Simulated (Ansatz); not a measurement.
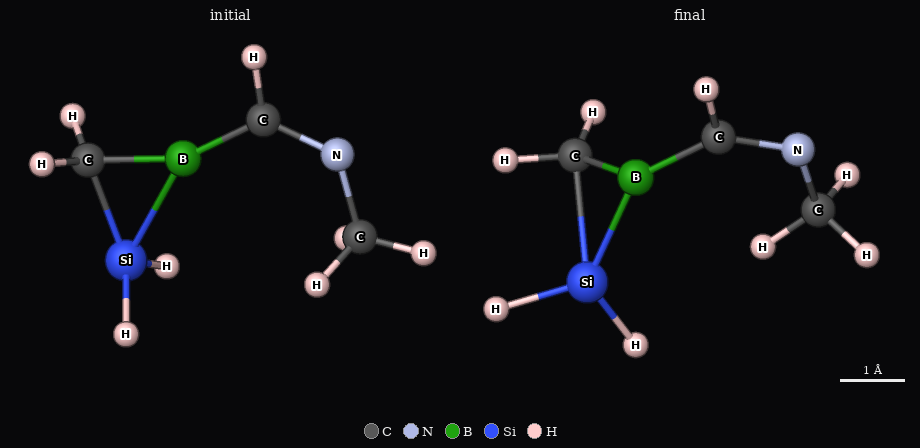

The structure of C$_{3}$H$_{8}$BNSi before (left) and after (right) a relaxation, at one scale.

The picture is a ball-and-stick view, seen at a tilt.

The run prepares an end point of a later path (torsion) calculation, from a guessed geometry.

Computed with RKS revPBE-D4/6-31G* (Ansatz 0.2.0). Settings: no spin polarisation; force threshold 0.015 eV/Å; at most 40 steps.

Q: Summarise the run.

A: The relaxation stopped without meeting its thresholds, so the last structure isn't shown to be converged. It used up its limit of 40 steps. After 38 accepted moves (39 points after the start) the energy has fallen by 29.4 kcal/mol. Largest force component: 3.6 eV/Å at the start, 0.085 eV/Å at the end. The line search rejected the trial step at point 35 of the run. The atom that moves furthest after the best rigid fit is an H atom (1.80 Å). By element the largest moves are H 1.80 Å, Si 0.85 Å, C 0.66 Å, B 0.55 Å, N 0.11 Å. Near-neighbour distances that change, for instance: C–Si 1.776 → 2.044 Å, B–Si 2.109 → 1.949 Å, C–H 1.047 → 1.107 Å, B–C 1.573 → 1.514 Å. Bond angles that change, for instance: Si–C–H 113.8° → 90.5°, Si–C–H 114.6° → 136.9°, C–B–C 156.3° → 135.4°. Groups turn about C–N by about 50°.
